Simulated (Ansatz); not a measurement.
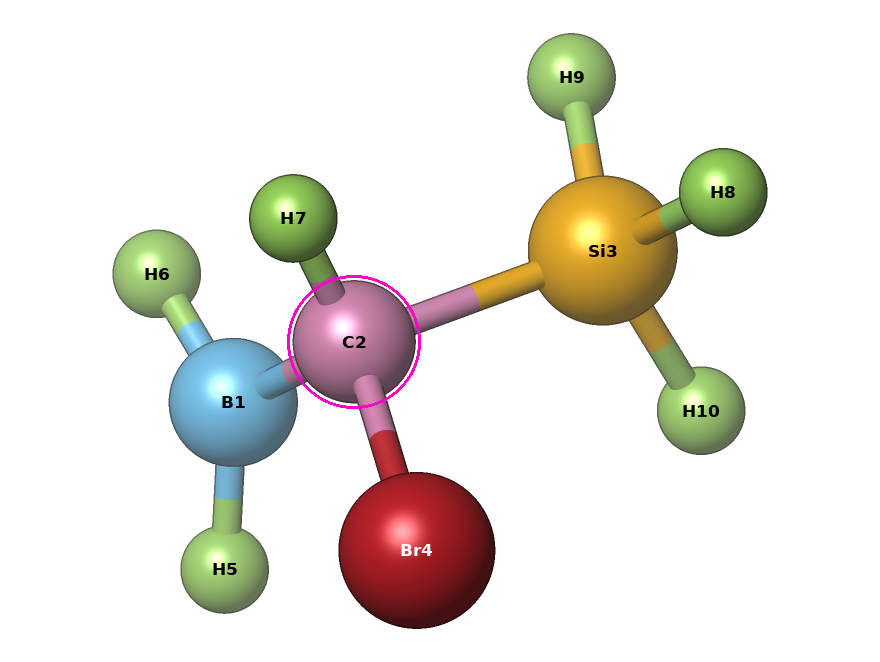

Depth is shown by fading: the farther an atom, the more it takes the colour of the background. Circles mark the stereogenic atoms. The geometry was computed by an optimisation with PBE0-D4/def2-TZVP. No frequency run is at hand to confirm it as a minimum.

Question: Assign CIP descriptors.

Answer: C2: R (priorities Br4 > Si3 > B1 > H7).

Question: Write the isomeric SMILES.

Answer: B[C@H]([SiH3])Br
